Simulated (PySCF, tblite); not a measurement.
# C₁₀H₁₄O: excited states

What do calculations give for the excited states of C₁₀H₁₄O (`O=CC1=C=CCCCCCC1`)?

Computed with tblite 0.8.0 and PySCF 2.14.0 and routines of our own; the level stands in each step. Atoms count from 0.

## 1. The starting structure

25 atoms, charge 0, multiplicity 1; geometry from: force field or distance geometry start.

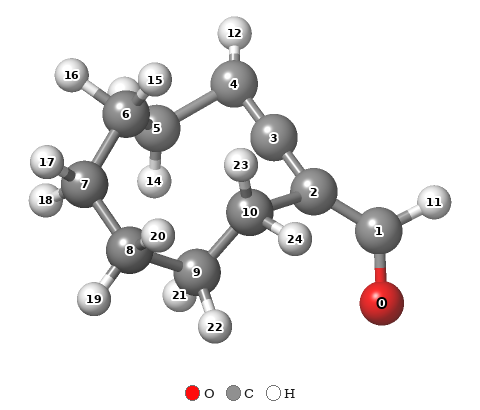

The starting geometry (oxygen red, carbon grey, hydrogen white).

## 2. Relaxing the molecule with GFN2-xTB

What the job is given:

```
{"job": {"kind": "relax", "xc": "GFN2-xTB", "basis": "xTB"}, "charge": 0, "multiplicity": 1}
O      2.926400    -2.464500    -0.607600
C      3.027200    -1.430800     0.135200
C      2.017900    -0.549600     0.320900
C      1.756100     0.693100     0.297800
C      1.476700     1.910300     0.297800
C      0.001100     1.606500    -0.310700
C     -1.067800     1.414400     0.621700
C     -2.119600     0.446200     0.061000
C     -1.792100    -0.984500    -0.023400
C     -0.365900    -1.321100    -0.539600
C      0.470400    -0.914900     0.536400
H      4.006900    -1.325600     0.641200
H      1.802900     2.816000     0.501600
H     -0.071000     2.630400    -0.661800
H      0.100200     1.114500    -1.250400
H     -0.930500     1.359100     1.718300
H     -1.749800     2.381100     0.610600
H     -3.036200     0.639400     0.667700
H     -2.338600     0.859900    -0.949400
H     -2.530700    -1.522500    -0.600800
H     -1.795100    -1.405200     1.006200
H     -0.217900    -1.089600    -1.579500
H     -0.483600    -2.460900    -0.575200
H      0.110400    -0.496300     1.473600
H      0.791400    -1.881000     0.996200
```

Launch:

```sh
OMP_NUM_THREADS=1 python excited_run.py task.json out
```

The driver reads the jobs from task.json and runs them one after another.

Standard output:

```text
step      E/eV     max force
  0    -880.09945    6.507
  1    -881.75155    4.467
  2    -882.44958    3.423
  3    -883.20232    2.957
  4    -883.74293    2.778
  5    -883.93175    0.998
  6    -884.04027    1.109
  7    -884.19812    0.886
  8    -884.27746    0.764
  9    -884.38015    0.792
 10    -884.46995    0.888
 11    -884.53318    0.471
 12    -884.58171    0.477
 13    -884.62679    0.553
 14    -884.67384    0.736
 15    -884.71654    0.627
 16    -884.75131    0.382
 17    -884.78326    0.388
 18    -884.81784    0.378
 19    -884.84924    0.337
 20    -884.87335    0.357
 21    -884.89335    0.322
 22    -884.90926    0.300
 23    -884.92226    0.222
 24    -884.93614    0.242
 25    -884.95291    0.340
 26    -884.97195    0.412
 27    -884.98817    0.292
 28    -885.00103    0.308
 29    -885.01262    0.304
 30    -885.03071    0.358
 31    -885.04928    0.350
 32    -885.06334    0.237
 33    -885.07515    0.239
 34    -885.08869    0.283
 35    -885.10344    0.329
 36    -885.11454    0.230
 37    -885.12015    0.440
 38    -885.12701    0.187
 39    -885.13361    0.161
 40    -885.14149    0.201
 41    -885.14832    0.197
 42    -885.15354    0.206
 43    -885.15926    0.220
 44    -885.16554    0.119
 45    -885.17076    0.141
 46    -885.17504    0.137
 47    -885.17956    0.199
 48    -885.18381    0.134
 49    -885.18772    0.161
 50    -885.19124    0.123
 51    -885.19486    0.117
 52    -885.19785    0.111
 53    -885.20165    0.126
 54    -885.20595    0.129
 55    -885.21119    0.178
 56    -885.21690    0.166
 57    -885.22315    0.156
 58    -885.23066    0.206
 59    -885.24060    0.220
 60    -885.25283    0.262
 61    -885.26492    0.232
 62    -885.26274    0.364
 63    -885.27687    0.187
 64    -885.28085    0.160
 65    -885.28718    0.139
 66    -885.29411    0.204
 67    -885.30276    0.229
 68    -885.31639    0.392
 69    -885.33281    0.467
 70    -885.33377    0.769
 71    -885.35892    0.387
 72    -885.37394    0.342
 73    -885.39827    0.308
 74    -885.42246    0.430
 75    -885.44328    0.543
 76    -885.46054    0.385
 77    -885.47866    0.283
 78    -885.48733    0.320
 79    -885.50165    0.309
 80    -885.50968    0.331
 81    -885.51925    0.238
 82    -885.53119    0.235
 83    -885.54936    0.238
 84    -885.55821    0.247
 85    -885.56523    0.199
 86    -885.57239    0.199
 87    -885.58089    0.217
 88    -885.58779    0.315
 89    -885.59266    0.149
 90    -885.59684    0.127
 91    -885.60070    0.109
 92    -885.60381    0.088
 93    -885.60608    0.088
 94    -885.60749    0.083
 95    -885.60857    0.062
 96    -885.60938    0.053
 97    -885.61003    0.049
 98    -885.61064    0.047
 99    -885.61115    0.038
100    -885.61153    0.037
101    -885.61183    0.034
102    -885.61209    0.041
103    -885.61231    0.036
104    -885.61246    0.027
105    -885.61260    0.036
106    -885.61274    0.026
107    -885.61288    0.043
108    -885.61303    0.026
109    -885.61317    0.027
110    -885.61333    0.029
111    -885.61351    0.028
112    -885.61367    0.027
113    -885.61380    0.027
114    -885.61389    0.021
115    -885.61396    0.016
116    -885.61406    0.018
117    -885.61416    0.020
118    -885.61426    0.021
119    -885.61433    0.019
120    -885.61439    0.016
121    -885.61445    0.018
122    -885.61451    0.021
123    -885.61459    0.026
124    -885.61467    0.024
125    -885.61475    0.017
126    -885.61484    0.018
127    -885.61492    0.017
128    -885.61498    0.016
129    -885.61502    0.012
130    -885.61506    0.011
131    -885.61509    0.010
132    -885.61511    0.009
```

It took 1.1 s on 1 thread of Arm Neoverse V2, shared host.

The steps of the relaxation: (not every step is listed)

```tsv
step	energy from step 0 (eV)	largest force (eV/Å)
0	0.0000	6.5068
1	-1.6521	4.4673
2	-2.3501	3.4228
3	-3.1029	2.9569
4	-3.6435	2.7782
5	-3.8323	0.9978
6	-3.9408	1.1087
7	-4.0987	0.8858
8	-4.1780	0.7642
19	-4.7498	0.3369
30	-4.9313	0.3579
41	-5.0489	0.1968
52	-5.0984	0.1110
63	-5.1774	0.1867
74	-5.3230	0.4298
85	-5.4658	0.1992
96	-5.5099	0.0531
107	-5.5134	0.0429
118	-5.5148	0.0210
127	-5.5155	0.0175
128	-5.5155	0.0158
129	-5.5156	0.0124
130	-5.5156	0.0110
131	-5.5156	0.0103
132	-5.5157	0.0090
```

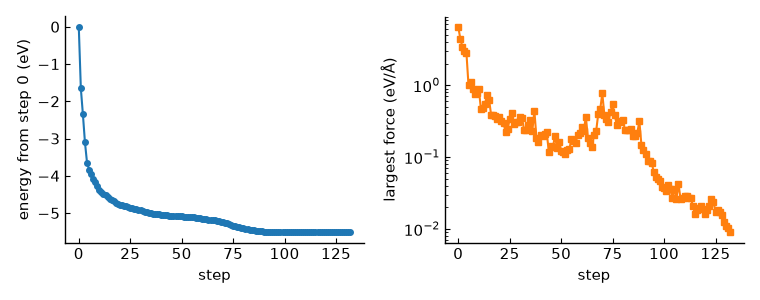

Energy and largest force along the relaxation.

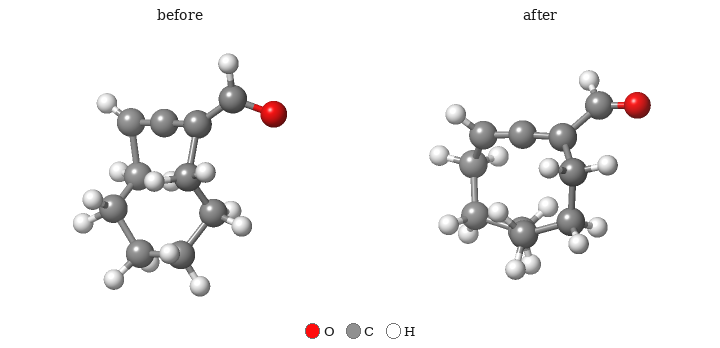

The geometry before (left) and after (right).

Distances of close pairs at the start and the end, largest changes first:

```tsv
bond	before (Å)	after (Å)	change (Å)
C4–C5	1.625	1.510	-0.115
C9–C10	1.422	1.533	+0.111
C1–C2	1.353	1.464	+0.111
C5–C6	1.431	1.535	+0.103
C4–H12	0.984	1.082	+0.098
C2–C10	1.605	1.510	-0.094
C6–H16	1.183	1.092	-0.091
O0–C1	1.277	1.207	-0.070
```

The final coordinates are the input of the step that follows.

## 3. Vibrational analysis with GFN2-xTB

What the job is given:

```
{"job": {"kind": "ir", "xc": "GFN2-xTB", "basis": "xTB"}, "charge": 0, "multiplicity": 1}
O      3.062489    -2.253723    -0.913919
C      2.738676    -1.139533    -0.582845
C      1.577428    -0.812480     0.245964
C      1.311101     0.440894     0.533017
C      0.957117     1.658979     0.787327
C      0.002093     2.442819    -0.080326
C     -1.414867     1.853093    -0.089072
C     -1.453181     0.399495    -0.578471
C     -1.463691    -0.637909     0.555774
C     -0.709510    -1.928187     0.205342
C      0.725131    -1.954686     0.745783
H      3.323988    -0.254036    -0.899774
H      1.343875     2.157984     1.665863
H     -0.038688     3.473543     0.273906
H      0.378735     2.452620    -1.106258
H     -1.848019     1.918152     0.910781
H     -2.021243     2.477122    -0.748986
H     -2.344222     0.250285    -1.191551
H     -0.592301     0.229100    -1.225823
H     -2.501304    -0.878621     0.795950
H     -1.021463    -0.210115     1.456007
H     -0.695545    -2.063619    -0.877632
H     -1.232284    -2.786200     0.632571
H      0.693289    -1.928866     1.838050
H      1.211462    -2.881966     0.436148
```

Standard output:

```text
mode    cm-1     km/mol
  1      56.6      2.33
  2      99.7      2.12
  3     122.8      1.06
  4     144.6      2.68
  5     191.5      4.37
  6     207.3      0.03
  7     224.5      7.11
  8     300.8      0.61
  9     327.6      0.20
 10     349.2      1.00
 11     375.0      2.11
 12     471.3      0.16
 13     478.4      5.26
 14     517.3      0.45
 15     577.7      6.51
 16     590.2      1.60
 17     745.3     25.32
 18     749.3     16.29
 19     791.0      6.53
 20     850.2      8.61
 21     881.6      1.27
 22     892.0      1.22
 23     915.1      4.18
 24     919.9     13.66
 25     991.3      4.95
 26    1006.6      9.76
 27    1034.3      1.04
 28    1068.6      2.27
 29    1082.9     14.67
 30    1120.5      7.83
 31    1128.3      4.65
 32    1137.4      6.61
 33    1162.6      5.47
 34    1186.4      2.43
 35    1199.7     51.88
 36    1223.8      6.25
 37    1235.4      3.66
 38    1244.0     12.98
 39    1279.8      1.12
 40    1313.8      1.76
 41    1318.6      1.58
 42    1327.1      0.20
 43    1341.0      5.62
 44    1352.0      3.16
 45    1359.5      7.85
 46    1377.8      0.40
 47    1434.9     25.83
 48    1465.6      2.45
 49    1477.6      3.72
 50    1489.1      2.35
 51    1492.1      0.64
 52    1498.0      0.51
 53    1500.5      2.67
 54    1725.2    637.91
 55    2039.0    181.92
 56    2755.6    137.96
 57    2959.0     13.79
 58    2960.0      1.40
 59    2963.8     10.63
 60    2971.0      5.25
 61    2975.2     76.61
 62    2982.7     42.32
 63    2987.6      9.25
 64    2989.4     43.23
 65    2993.9     66.79
 66    2995.3     39.86
 67    2997.3     20.55
 68    3006.4    118.40
 69    3034.8     20.35
```

Wall time 1 s (1 thread of Arm Neoverse V2, shared host).

Which atoms move in the most intense modes:

```tsv
cm⁻¹	km/mol	atoms
1200	51.9	C2 34 %
1725	637.9	C1 59 %, O0 38 %
2039	181.9	C3 65 %, C4 19 %, C2 14 %
2756	138.0	H11 94 %
2975	76.6	H22 32 %, H21 13 %, H16 11 %
2989	43.2	H24 36 %, H15 20 %, H13 11 %
2994	66.8	H21 26 %, H24 25 %, H22 23 %, H19 10 %
3006	118.4	H20 40 %, H18 29 %
```

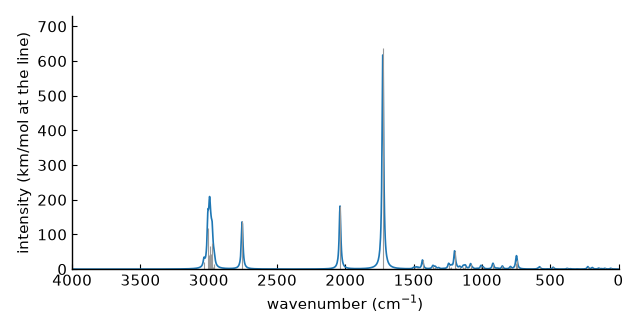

The infrared spectrum from these modes, unscaled. Lines are broadened to a width of 14 cm⁻¹ (Lorentzian).

## 4. Excited states: TDA PBE0/def2-SVP

Settings changed since step 3:

```diff
@@ -1,2 +1,2 @@
-{"job": {"kind": "ir", "xc": "GFN2-xTB", "basis": "xTB"}, "charge": 0, "multiplicity": 1}
+{"job": {"kind": "states", "xc": "PBE0", "basis": "def2-SVP", "tda": true, "soc": true, "nstates": 8, "ntriplets": 4, "nquad": 4}, "charge": 0, "multiplicity": 1}
 O      3.062489    -2.253723    -0.913919
```

With the program's defaults for keys left out, this is: TDA PBE0/def2-SVP excited states, vertical, gas phase, spin-orbit mean-field couplings.

Standard output:

```text
coarse grid: 20632 points
cycle   1  E = -463.5407658583  dE =  1.557e+00  |g| = 7.992e-01  |ddm| = 5.500e+00
cycle   2  E = -463.1040997957  dE =  4.367e-01  |g| = 1.656e+00  |ddm| = 3.656e+00
cycle   3  E = -463.6751111483  dE = -5.710e-01  |g| = 1.993e-01  |ddm| = 2.962e+00
cycle   4  E = -463.6838684603  dE = -8.757e-03  |g| = 9.056e-02  |ddm| = 3.851e-01
cycle   5  E = -463.6857675372  dE = -1.899e-03  |g| = 2.786e-02  |ddm| = 1.432e-01
cycle   6  E = -463.6859357075  dE = -1.682e-04  |g| = 9.477e-03  |ddm| = 3.730e-02
cycle   7  E = -463.6859575374  dE = -2.183e-05  |g| = 1.983e-03  |ddm| = 1.247e-02
cycle   8  E = -463.6859583862  dE = -8.489e-07  |g| = 5.877e-04  |ddm| = 4.014e-03
final grid: 198496 points
cycle   9  E = -463.7664116242  dE = -1.086e-04  |g| = 1.239e-02  |ddm| = 8.373e-02
cycle  10  E = -463.7663541203  dE =  5.750e-05  |g| = 2.078e-02  |ddm| = 3.872e-02
cycle  11  E = -463.7664458509  dE = -9.173e-05  |g| = 3.829e-03  |ddm| = 2.814e-02
cycle  12  E = -463.7664489574  dE = -3.107e-06  |g| = 6.320e-04  |ddm| = 5.009e-03
cycle  13  E = -463.7664490480  dE = -9.059e-08  |g| = 1.971e-04  |ddm| = 1.017e-03
cycle  14  E = -463.7664490560  dE = -7.968e-09  |g| = 1.041e-04  |ddm| = 3.463e-04
cycle  15  E = -463.7664490587  dE = -2.715e-09  |g| = 1.338e-05  |ddm| = 1.483e-04
cycle  16  E = -463.7664490587  dE = -4.002e-11  |g| = 4.459e-06  |ddm| = 2.024e-05
converged SCF energy = -463.7664490587

Singlet excitations
state   eV       nm        f     d(h-e)  d(exc)  Lambda  PR(NTO)  |dmu|/D   mu/D   main configurations
  1   3.8063   325.7   0.00014   0.810   2.761   0.523   1.015    1.902    1.964   H->L 0.92
  2   4.8333   256.5   0.00070   1.136   3.057   0.534   1.066    2.883    6.593   H-2->L 0.86
  3   5.7087   217.2   0.17421   0.641   3.488   0.670   1.701    1.815    4.237   H-1->L 0.63, H->L+1 0.23
  4   5.8414   212.3   0.00424   1.207   2.978   0.486   1.031    2.695    2.042   H-1->L+1 0.95
  5   6.3434   195.5   0.23095   1.716   3.974   0.551   1.851                     H->L+1 0.58, H-3->L 0.14, H-1->L 0.14
  6   6.6914   185.3   0.08757   2.430   3.992   0.338   1.136                     H-3->L 0.71, H-4->L 0.11
  7   6.7144   184.7   0.08029   2.321   3.851   0.323   1.081                     H-4->L 0.81
  8   6.9749   177.8   0.09467   2.806   4.135   0.283   1.154                     H-5->L 0.85

Triplet excitations (Tamm-Dancoff)
state   eV     d(h-e)  d(exc)  Lambda  PR(NTO)   main configurations
  1   3.2728   0.890   2.619   0.523   1.016   H->L 0.85, H-2->L 0.08
  2   3.5484   0.351   2.676   0.714   1.047   H-1->L 0.90
  3   4.4427   1.237   2.979   0.526   1.080   H-2->L 0.81, H->L 0.10
  4   4.4970   0.075   2.394   0.620   1.032   H->L+1 0.51, H-2->L+1 0.39
S1 - T1 = 0.5335 eV

Spin-orbit couplings |<S|Hso|T>| (cm-1)
             T1       T2       T3       T4
S0       46.276    1.283   24.081    1.524
S1        0.078   17.923    3.984    4.143
S2        3.675    8.569    1.033    2.310
S3       10.457    1.314    5.810    0.970
S4        1.360    3.311    0.347    4.572
S5        4.813    0.643    2.341    2.322
S6        7.574    3.186    1.815    0.843
S7        5.115    5.290    2.148    1.123
S8        6.783    2.994    2.807    0.475
T1 sublevels (cm-1): 0.000 0.000 0.234   radiative rates (1/s): 0.937 2.08 961
```

It took 86 s on 1 thread of Arm Neoverse V2, shared host; peak memory 0.89 GiB.

In short:

```tsv
quantity	value
S1 less T1	0.53 eV
```

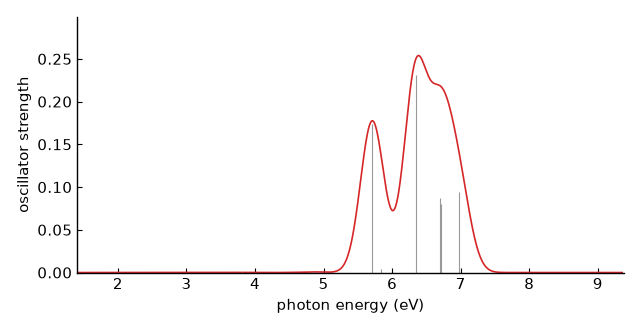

Absorption lines of the singlets. Lines are broadened to a width of 0.40 eV (Gaussian).

Orbitals, density, ELF and potential are computed afterwards from the orbital file.

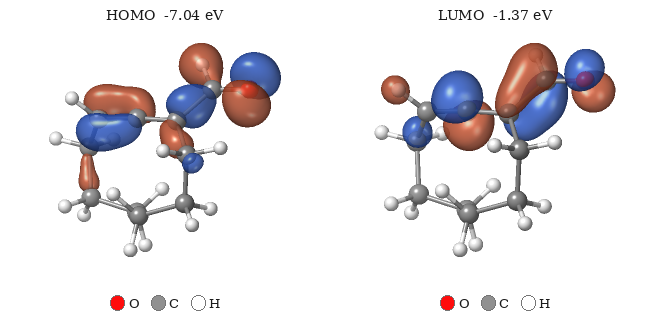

Frontier orbitals at PBE0/def2-SVP; each surface holds 70 % of the orbital's density, blue and red mark the sign.

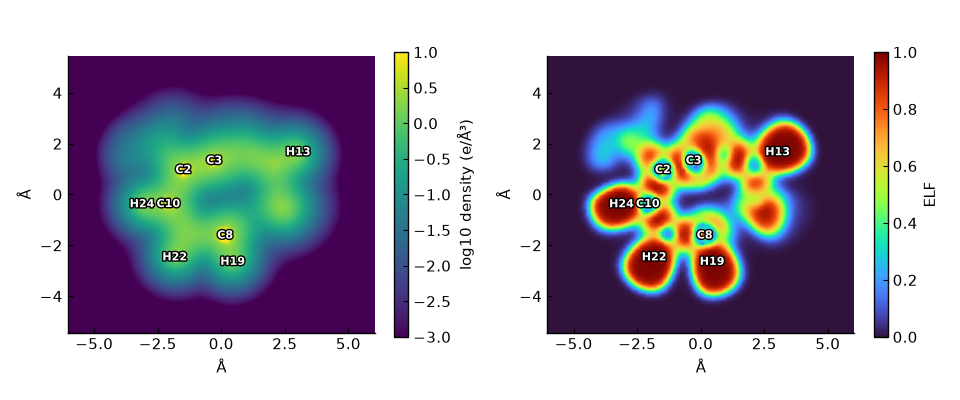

Density (left) and ELF (right) in a plane through or near 8 of the atoms.

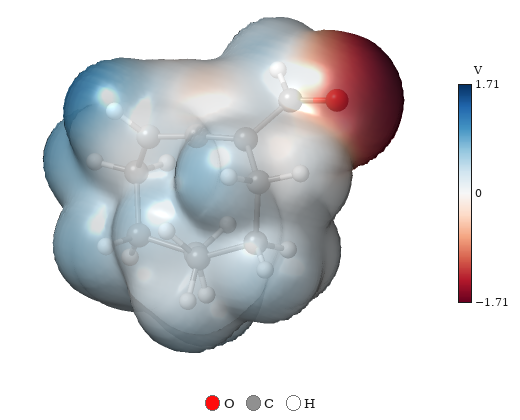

The potential that a unit positive charge feels on the 0.002 e/bohr³ surface, from -1.71 V near O0 to 1.04 V near H12.

## 5. Outcome

| quantity | value |
| --- | --- |
| strongest single infrared mode (GFN2-xTB) | 1725 cm⁻¹, 638 km/mol |
| zero-point energy (GFN2-xTB) | 134.3 kcal/mol |
| S1 less T1 (step 4, TDA PBE0/def2-SVP) | 0.53 eV |
| potential on the surface of density 0.002 e/bohr³, 1st and 99th percentile | -1.71 V and 1.04 V |

**Reading.** All 69 modes are real, so the xTB geometry is a minimum. The strongest single mode, at 1725 cm⁻¹, moves mainly C1 and O0. GFN2-xTB is a fitted tight-binding method: band positions and strengths are rough. Its intensities can rank the bands wrongly. In step 4, the number of triplets below S1 is 2, and the largest singlet-triplet spin-orbit coupling is S0–T1, 46.28 cm⁻¹. At PBE0/def2-SVP, counted by nearest atom on the grid, the HOMO lies on O0 42 %; C4 12 %, the LUMO on C1, C3 about 25 % each; O0 21 %.
